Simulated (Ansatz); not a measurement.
```yaml
atoms:
  - { symbol: C, position_ang: [2.2847, -0.3510, -1.3793] }
  - { symbol: C, position_ang: [1.4476, -0.4324, -0.5153] }
  - { symbol: C, position_ang: [0.4255, -0.5324, 0.5400] }
  - { symbol: C, position_ang: [0.5105, 0.6751, 1.4800] }
  - { symbol: C, position_ang: [-0.9842, -0.7222, -0.0600] }
  - { symbol: C, position_ang: [-1.4675, 0.4532, -0.9158] }
  - { symbol: H, position_ang: [3.0191, -0.2793, -2.1378] }
  - { symbol: H, position_ang: [0.6572, -1.4402, 1.1384] }
  - { symbol: H, position_ang: [-0.2911, 0.6214, 2.2472] }
  - { symbol: H, position_ang: [1.4906, 0.6779, 2.0038] }
  - { symbol: H, position_ang: [0.4129, 1.6291, 0.9194] }
  - { symbol: H, position_ang: [-0.9900, -1.6419, -0.6856] }
  - { symbol: H, position_ang: [-1.7126, -0.8850, 0.7641] }
  - { symbol: H, position_ang: [-0.7516, 0.6662, -1.7371] }
  - { symbol: H, position_ang: [-2.4495, 0.1985, -1.3672] }
  - { symbol: H, position_ang: [-1.6015, 1.3629, -0.2948] }
```

Method: Ansatz 0.2.0, SCF PBE, Gaussian basis.

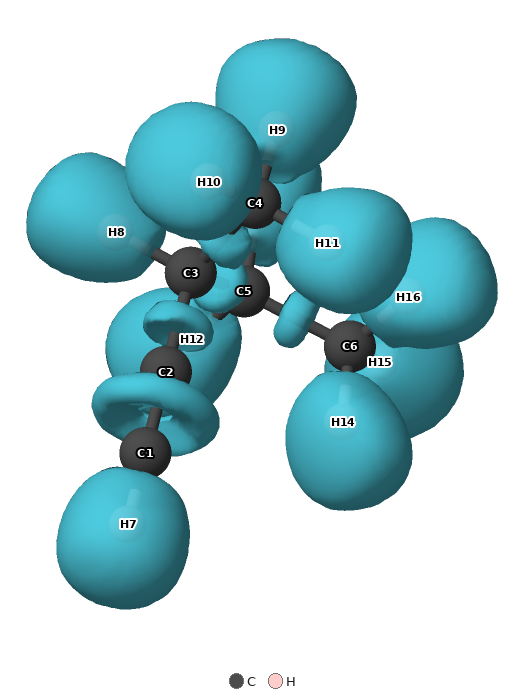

C$_{6}$H$_{10}$ (SMILES C#CC(C)CC). Isosurface of the electron localisation function at 0.85 (cyan), seen at an oblique angle. Core shells and regions of very low density are left out.

Describe the localisation domains.

The surface consists of five regions between bonded C–C atoms (shared pairs) and ten regions around hydrogen nuclei. Profiles from the grid: C–C (1.21 Å): the ELF peaks at about 0.80 between the atoms (a multiple bond). C–H (1.06 Å): the ELF climbs to about 1 towards the hydrogen, as it does in any bond to H; an ordinary covalent bond to hydrogen.
